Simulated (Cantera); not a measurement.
Input: 1 mol MgCl₂, 5.8 mol H₂O, 25 mol H₂, equilibrated at 1.30 Pa.

Method: chemical equilibrium by Gibbs-energy minimisation in Cantera with the NASA 1993 tables (ideal gas, pure condensed phases). Candidate condensed phases: H₂O, Mg, MgCl₂, MgO, Mg(OH)₂; 22 gas species. The numbers say what is thermodynamically allowed, not how fast it happens.

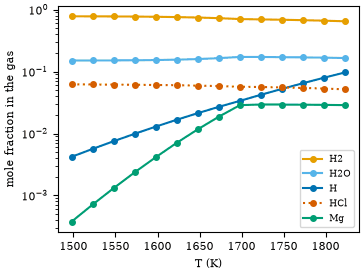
Figure. Equilibrium gas composition (values under 1e-9 drawn at 1e-9)

### Question
Read off the mole fractions at 1773 K.

### Answer
H₂ about 0.68, H₂O about 0.17, H about 0.065, HCl about 0.054, Mg about 0.029.
